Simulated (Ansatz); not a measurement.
# C2H7NSi (SMILES NC1C[SiH2]1): B3LYP/6-31G(d) (spherical functions)

Aim: the energy change on altering one bond length of C2H7NSi at B3LYP/6-31G* (spherical functions), from 2 runs. 

The results are computed with Ansatz 0.2.0.

61 further runs of the same task are left out: 61 set aside as unsound or not needed.

## 1. The system as given

C2H7NSi: 11 atoms, total charge 0, spin state singlet. SMILES: `NC1C[SiH2]1`. The shape is that of a PBE0-D4/def2-TZVP optimisation. This is one conformer, not always the lowest.

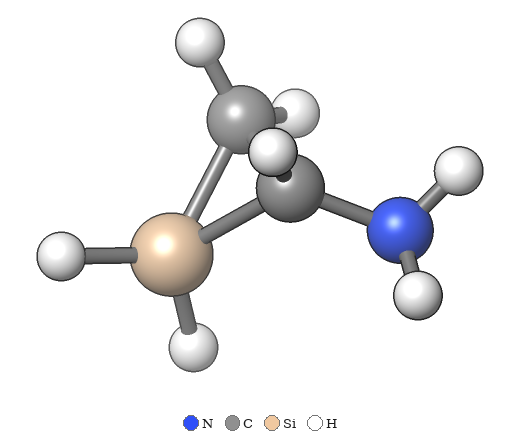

The structure, seen from a chosen angle (nitrogen blue, carbon grey, silicon light orange, hydrogen white).

## 2. The energy at B3LYP/6-31G(d) (spherical functions)

run.yaml reads:

```yaml
crystal:
  periodic: [false, false, false]
  atoms:
    - {symbol: N, position_ang: [-1.337200, 0.826100, -0.314200]}
    - {symbol: C, position_ang: [0.048100, 0.587400, -0.015100]}
    - {symbol: C, position_ang: [0.296100, -0.519700, 1.025200]}
    - {symbol: Si, position_ang: [0.845000, -0.955900, -0.685100]}
    - {symbol: H, position_ang: [-1.450400, 1.288300, -1.206000]}
    - {symbol: H, position_ang: [-1.774000, 1.401500, 0.397500]}
    - {symbol: H, position_ang: [0.701400, 1.454200, 0.118600]}
    - {symbol: H, position_ang: [1.025100, -0.311700, 1.801300]}
    - {symbol: H, position_ang: [-0.607900, -0.997000, 1.390600]}
    - {symbol: H, position_ang: [2.288700, -0.939900, -1.005500]}
    - {symbol: H, position_ang: [0.030300, -1.890100, -1.486800]}
basis:
  gaussian: {orbitals: 6-31G_st_-spherical.json}
total_charge: 0
hamiltonian: {xc: {name: B3LYP}}
accuracy: high
output: {orbitals: {seedname: orbitals}}
```

The basis set 6-31G* is read from a file made from the Basis Set Exchange's data (not shown).

Run with:

```console
$ ansatz run run.yaml --threads 1 --pin off --max-ram 3480MiB --events-out events.jsonl --progress --plain --runs-dir runs
```

Output:

```text
Warning: RAYON_NUM_THREADS=1 ignored (pool sized by the plan → 1); use --threads N
Functional definition: B3LYP
  name "B3LYP"
  parameter a0 = 0.2
  parameter ax = 0.72
  parameter ac = 0.81
  exchange = (1 - a0 - ax)*slater_x + ax*b88_x + a0*exact_x
  correlation = (1 - ac)*vwn_rpa_c + ac*lyp_c
1837 factors; integrals over basis functions are off by at most 3.8e-9 eV
mean field evaluation 1: about -11544.9911 eV, gradient 6.1e1 eV
mean field evaluation 2: about -11531.8183 eV, gradient 9.2e1 eV
mean field evaluation 4: about -11553.8232 eV, gradient 4.4e0 eV
mean field evaluation 8: about -11554.1004 eV, gradient 1.4e-1 eV
mean field evaluation 16: about -11554.1004 eV, gradient 4.0e-5 eV
mean field -11554.10043153 eV, -424.6053592082 hartree, gradient 8.8e-8 eV, S^2 0.000000; 0 other end points of the search recorded, 0 dependent functions left out
reference -11554.10047031 eV, -424.6053606333 hartree; 20, 20 occupied and 54, 54 virtual orbitals, 1837 factors
Total energy: -11554.10047031 eV, -424.6053606333 hartree
```

Wall time 6.6 s (1 thread of Arm Neoverse V2, shared host); peak memory 0.24 GiB.

## 3. The distorted shape

job.yaml reads:

```yaml
basis:
  gaussian:
    orbitals: 6-31G_st_-spherical.json
crystal:
  periodic: [false, false, false]
  atoms:
    - {symbol: N, position_ang: [-1.533181, 0.566071, -0.354308]}
    - {symbol: C, position_ang: [-0.147881, 0.327371, -0.055208]}
    - {symbol: C, position_ang: [0.100119, -0.779729, 0.985092]}
    - {symbol: Si, position_ang: [0.649019, -1.215929, -0.725208]}
    - {symbol: H, position_ang: [-1.646381, 1.028271, -1.246108]}
    - {symbol: H, position_ang: [-1.969981, 1.141471, 0.357392]}
    - {symbol: H, position_ang: [0.701400, 1.454200, 0.118600]}
    - {symbol: H, position_ang: [0.829119, -0.571729, 1.761192]}
    - {symbol: H, position_ang: [-0.803881, -1.257029, 1.350492]}
    - {symbol: H, position_ang: [2.092719, -1.199929, -1.045608]}
    - {symbol: H, position_ang: [-0.165681, -2.150129, -1.526908]}
hamiltonian:
  xc: {name: B3LYP}
accuracy: high
output: {orbitals: {seedname: orbitals}}
```

The basis set 6-31G* is read from a file made from the Basis Set Exchange's data (not shown).

Run with:

```console
$ ansatz run job.yaml --threads 1 --pin off --max-ram 3480MiB --events-out events.jsonl --progress --plain --runs-dir runs
```

Output:

```text
Warning: RAYON_NUM_THREADS=1 ignored (pool sized by the plan → 1); use --threads N
[... 7 set-up lines as earlier in the session ...]
1841 factors; integrals over basis functions are off by at most 3.8e-9 eV
mean field evaluation 1: about -11544.0579 eV, gradient 6.1e1 eV
mean field evaluation 2: about -11529.2060 eV, gradient 9.4e1 eV
mean field evaluation 4: about -11552.9221 eV, gradient 5.2e0 eV
mean field evaluation 8: about -11553.2099 eV, gradient 1.5e-1 eV
mean field evaluation 16: about -11553.2100 eV, gradient 5.1e-5 eV
mean field -11553.21001131 eV, -424.5726368686 hartree, gradient 3.2e-8 eV, S^2 0.000000; 0 other end points of the search recorded, 0 dependent functions left out
reference -11553.21005134 eV, -424.5726383396 hartree; 20, 20 occupied and 54, 54 virtual orbitals, 1841 factors
Total energy: -11553.21005134 eV, -424.5726383396 hartree
```

Wall time 6.6 s (1 thread of Arm Neoverse V2, shared host); peak memory 0.24 GiB.

## 4. Summary of results

At B3LYP/6-31G* (spherical functions):

| quantity | value |
| --- | --- |
| first shape: total energy | -424.60536 Eh |
| first shape: HOMO energy | -5.86 eV |
| first shape: LUMO energy | 0.62 eV |
| first shape: HOMO–LUMO gap | 6.47 eV |
| distorted shape: total energy | -424.57264 Eh |
| distorted shape: HOMO energy | -5.90 eV |
| distorted shape: LUMO energy | 0.41 eV |
| distorted shape: HOMO–LUMO gap | 6.32 eV |
| energy change with the C2–H7 bond stretched from 1.094 to 1.422 Å | 0.890 eV |

What this shows: With the C2–H7 bond stretched from 1.094 to 1.422 Å the energy rises by 0.89 eV (85.9 kJ/mol). The first shape isn't relaxed at this level, so the change isn't measured from a minimum.
